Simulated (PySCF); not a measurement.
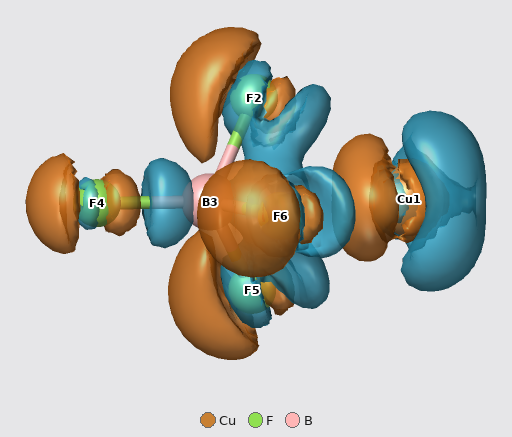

*BCuF₄, SMILES `[Cu+].F[B-](F)(F)F`. Density of the complex less the densities of the two fragments at the same geometry, ±0.015 e/Å³ (light blue: gain, orange: loss). Fragment A: Cu(+1) (atom 1); fragment B: BF4(−1).*

Method: HF/def2-SVP; geometry: GFN2-xTB; program: PySCF. GFN2-xTB bond lengths at metals and heavier atoms can be off by up to 0.1 Å and shapes distorted, which carries into these values. The basis has no diffuse functions, which an anion needs.

Cartesian coordinates (Å):

```
Cu1     -1.2926    0.0008   -0.0000
F2       0.4155   -0.2906    1.2538
B3       1.0284   -0.0020   -0.0000
F4       2.3465    0.0014    0.0000
F5       0.4149   -0.9419   -0.8778
F6       0.4169    1.2298   -0.3760
```

Question: Which way does charge flow?

Answer: Hirshfeld charges show 0.103 e passing from B to A. By Hirshfeld charges, electrons gather most on Cu1 (−0.103 e) and leave F4 most (+0.037 e); 0.29 e is displaced in all.

Question: What is the interaction energy, and which contacts carry it?

Answer: The counterpoise-corrected interaction energy of the frozen fragments is −132.3 kcal/mol without dispersion correction and −143.6 kcal/mol with D3(BJ). D3 uses neutral-atom coefficients and tends to overbind metal cations. The pair geometry is semi-empirical, not a minimum at this level. Contacts: Cu1···F6, 2.14 Å, ρ = 0.046 a.u.; Cu1···F2, 2.14 Å, ρ = 0.045 a.u.; Cu1···F5, 2.14 Å, ρ = 0.045 a.u. The pose is a local one from a semi-empirical search, not shown to be the most stable.
